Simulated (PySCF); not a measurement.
# [PrF3(H2O)]+: how tightly the ligands are held

Aim: take one ligand of each kind off [PrF3(H2O)]+, with both parts rigid, and scan its distance from the metal. The species was built from a template and needn't be a known compound.

Computed with PySCF 2.14.0. Level: PBE0, Pr lcecp-2-SVP with ECP47, F def2-SVP, O def2-SVP, H def2-SVP; scalar-relativistic core potentials, no spin–orbit coupling.

1 further run of the same task is left out (for a known fault of the program).

## Step 1: The system as given

7 atoms, charge 1, spin multiplicity 1.

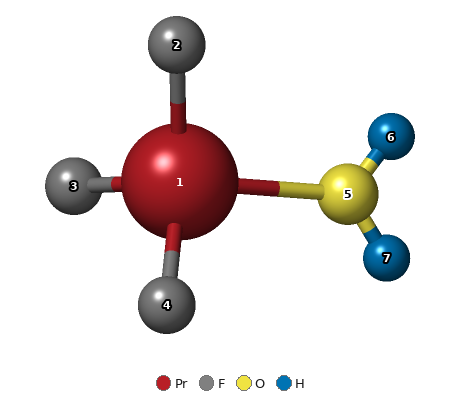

The structure; praseodymium red, fluorine grey, oxygen yellow, hydrogen blue; atoms are numbered from 1 in the order of the file.

Coordinates:

| atom | x (Å) | y (Å) | z (Å) |
| --- | --- | --- | --- |
| Pr1 | 0.04900 | -0.03519 | 0.03519 |
| F2 | 1.12639 | 1.19285 | 1.16092 |
| F3 | -1.16406 | -1.14317 | 1.14317 |
| F4 | 1.12639 | -1.16092 | -1.19285 |
| O5 | -1.33242 | 1.34033 | -1.34033 |
| H6 | -1.67617 | 2.22619 | -1.12694 |
| H7 | -1.67617 | 1.12694 | -2.22619 |

Formal oxidation states: Pr +4. Each metal's 1 4f electrons lie in its core potential, so multiplicities, spins and levels count the valence alone. An earlier session relaxed this geometry at PBE0, Pr lcecp-2-SVP with ECP47, F def2-SVP, O def2-SVP, H def2-SVP (singlet, point group Cs).

## Step 2: F taken off

The ligand (atom 2) keeps its formal charge and a closed shell where it can; ligand and rest are solved at the complex's geometry, in vacuum, with the settings of the relaxation.

| part | charge | state | energy (Eh) |
| --- | --- | --- | --- |
| complex | 1 | singlet | -414.567463 |
| ligand | -1 | singlet | -99.594968 |
| rest | 2 | singlet | -314.326133 |

It took 1.1 s on 2 threads of Arm Neoverse V1, shared host.

## Step 3: Rigid scan of F

Atom 2 moves along the line from atom 1; the distance is to the donor, the donors' midpoint or the ring centre. Each point starts from the density of the one before.

| distance (Å) | energy from the relaxed point (eV) |
| --- | --- |
| 1.68 | 2.052 |
| 1.78 | 0.776 |
| 1.88 | 0.166 |
| 1.98 | 0.000 |
| 2.08 | 0.123 |
| 2.18 | 0.428 |
| 2.38 | 1.312 |
| 2.68 | 2.794 |
| 3.08 | 4.515 |
| 3.58 | 6.061 |

Run time: 13 s. Hardware: 2 threads of Arm Neoverse V1, shared host.

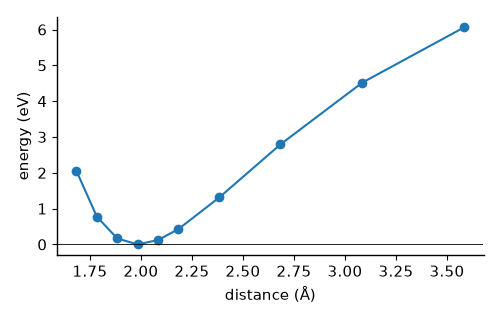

Energy along the rigid scan of F.

## Step 4: H2O taken off

The ligand (atoms 5, 6, 7) keeps its formal charge and a closed shell where it can; ligand and rest are solved at the complex's geometry, in vacuum, with the settings of the relaxation.

| part | charge | state | energy (Eh) |
| --- | --- | --- | --- |
| complex | 1 | singlet | -414.567463 |
| ligand | 0 | singlet | -76.275871 |
| rest | 1 | singlet | -338.204338 |

Run time: 0.7 s. Hardware: 2 threads of Arm Neoverse V1, shared host.

## Step 5: Rigid scan of H2O

Atoms 5, 6, 7 move together along the line from atom 1; the distance is to the donor, the donors' midpoint or the ring centre. Each point starts from the density of the one before.

| distance (Å) | energy from the relaxed point (eV) |
| --- | --- |
| 2.09 | 0.567 |
| 2.19 | 0.215 |
| 2.29 | 0.046 |
| 2.39 | 0.000 |
| 2.49 | 0.033 |
| 2.59 | 0.116 |
| 2.79 | 0.352 |
| 3.09 | 0.739 |
| 3.49 | 1.171 |
| 3.99 | 1.549 |

Wall time 11 s (2 threads of Arm Neoverse V1, shared host).

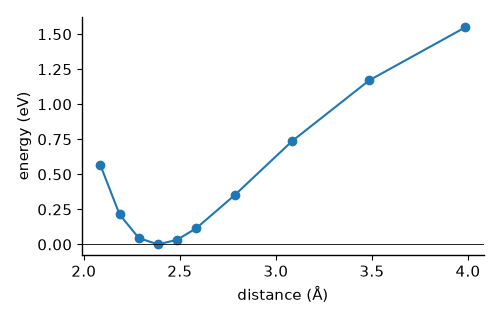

Energy along the rigid scan of H2O.

## Step 6: Outcome

```
                    quantity       value
                taking off F    17.59 eV
  stiffness of the F contact  28.9 eV/Å²
              taking off H2O     2.37 eV
stiffness of the H2O contact   7.9 eV/Å²
```

What this shows: Taking off F as a fragment of charge -1 costs 17.59 eV, much of it the attraction of the two charges. Near 1.98 Å the F contact has a stiffness of about 28.9 eV/Å², and the energy stands 6.06 eV higher at 3.58 Å. Taking off H2O as a fragment of charge +0 costs 2.37 eV. Near 2.39 Å the H2O contact has a stiffness of about 7.9 eV/Å², and the energy stands 1.55 eV higher at 3.99 Å. The free anion is solved without diffuse functions, no counterpoise correction is made, and the parts aren't relaxed; each of these makes the binding look larger. These are double-zeta-type bases without diffuse functions. Spin–orbit coupling is left out.
